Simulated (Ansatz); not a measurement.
Take ZrO2 (space group P4_2/nmc, No. 137; a = 3.601 Å, c = 5.228 Å) as the base.

Perturbation: a hydrostatic pressure of 9 GPa.

Computed with Kohn–Sham DFT with the r2SCAN functional, run in Ansatz (a program for electronic structure) with PAW and 500 eV plane waves, scalar-relativistic without spin-orbit coupling.

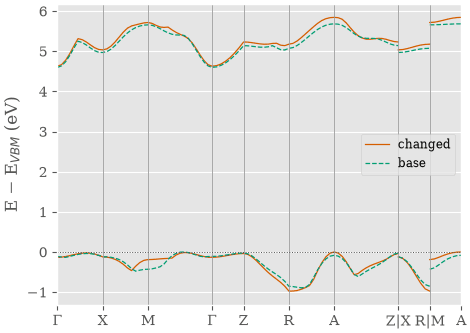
*Highest valence and lowest conduction band along the path, each from its own valence-band maximum*

The gap is 4.63 eV, indirect, A → Γ; the base has 4.60 eV.

Load acts through the strain it causes; cell and atoms are relaxed under it. No phonon test of stability was made. Competing high-pressure phases were not computed. This is not the structure that ZrO2 has at room temperature and ambient pressure.
